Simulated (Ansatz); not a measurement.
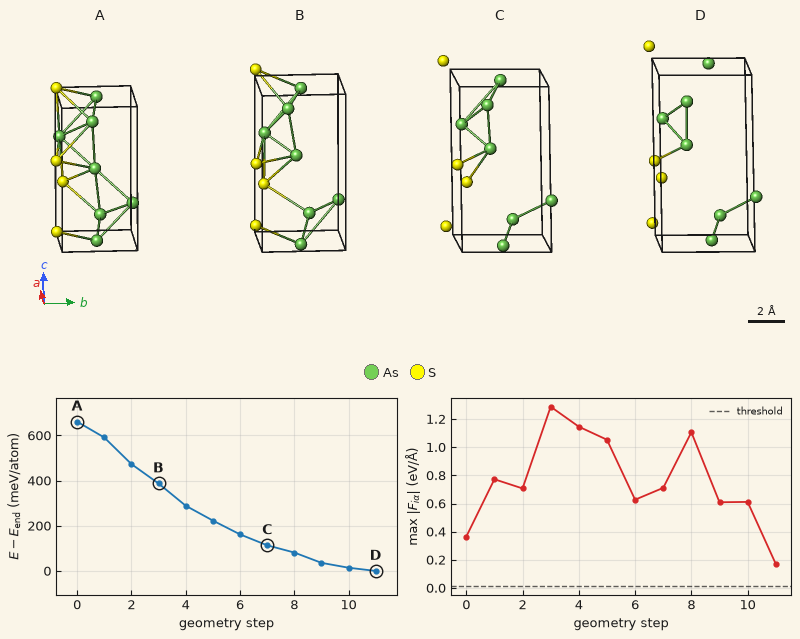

Frames of a relaxation of crystalline As3S (built on the Cu3Au (L1_2)_221 type) (coarse preliminary run), marked on the history of the run. Style: ball-and-stick. Shown: the cell of the calculation, from a free direction.

Theory: Ansatz 0.2.0, DFT r2SCAN, scalar-relativistic, plane waves, PAW.

Input file:
```yaml
crystal:
  lattice:
    - [-4.070827808, -0.0708700278, 0.0304375916]
    - [0.0304375916, -0.0013450892, -4.224873475]
    - [-0.1417400556, -8.3153276693, -0.0026901783]
  atoms:
    - { symbol: As, position: [-0.0137358399, 0.4904853427, 0.7591129771] }
    - { symbol: As, position: [1.0197128566, 0.507064594, 0.2540117705] }
    - { symbol: As, position: [0.5082271531, 0.4805005166, 0.5028746087] }
    - { symbol: As, position: [0.4971576422, 0.5028089354, 1.0029554573] }
    - { symbol: As, position: [0.4914469616, 0.010096653, 0.7338511924] }
    - { symbol: As, position: [0.5101676291, -0.0179528567, 0.2575358684] }
    - { symbol: S, position: [0.9893689373, 1.0151896991, 0.9988752151] }
    - { symbol: S, position: [0.9976546601, 0.0118071159, 0.4907829105] }
basis:
  ecutwfc: 500
kpoints:
  mp_grid: { grid: [6, 6, 4] }
hamiltonian:
  xc: r2scan
scf:
  occupations: { method: gaussian, width: 0.1 }
output:
  forces: true
  stress: true
  eigenvalues: true
relax:
  adjacent_minimum: "off"
  f_tol: 0.015
  max_steps: 120
  cell: { stress_tol: 0.15 }
```

Launched with:
```bash
ansatz run input.yaml --threads 1 --pin off --max-ram 2560MiB --backend cpu --events-out ev --progress --plain --runs-dir out
```

Q: What happens along the run?

A: The run was cut off at its time limit before the relaxation converged, so the last structure is only a point on the way. Over 11 geometry steps the energy falls by 661 meV per atom. The largest force component goes from 0.36 to 0.17 eV/Å. The pressure goes from 3.17 to −0.17 GPa. As2 moves most relative to the cell: 1.15 Å along [2 2 −1]. Largest moves by element: As 1.15 Å, S 1.09 Å. The volume changes by +47.0 %, with a 4.072 → 3.920 Å (−3.7 %), b 4.225 → 5.197 Å (+23.0 %), c 8.317 → 10.339 Å (+24.3 %), α 90.0° → 92.0°, β 88.0° → 92.9°, γ 90.8° → 91.6°. Near-neighbour distances that change, for instance: As3–As6 2.941 → 4.892 Å, As2–As3 2.886 → 4.620 Å, As1–S8 3.133 → 4.818 Å, As3–S8 3.086 → 4.757 Å. Among the angles between lasting bonds that change: As1–As5–As3 62.8° → 91.7°, As4–As2–As6 63.0° → 89.6°, As3–As1–As5 115.4° → 99.4°. The space group stays P1 (No. 1). Cost: 15 min on 1 thread of Intel(R) Xeon(R) 6975P-C (Granite Rapids), on a shared host, peak memory 1 GiB. From step 0 to 3: As and S atoms move most (0.49 Å), volume +12.9 %, energy −274 meV per atom. From step 3 to 7: As2 moves most (0.71 Å), volume +13.5 %, energy −274 meV per atom. From step 7 to 11: As3 moves most (0.51 Å), volume +14.7 %, energy −114 meV per atom.
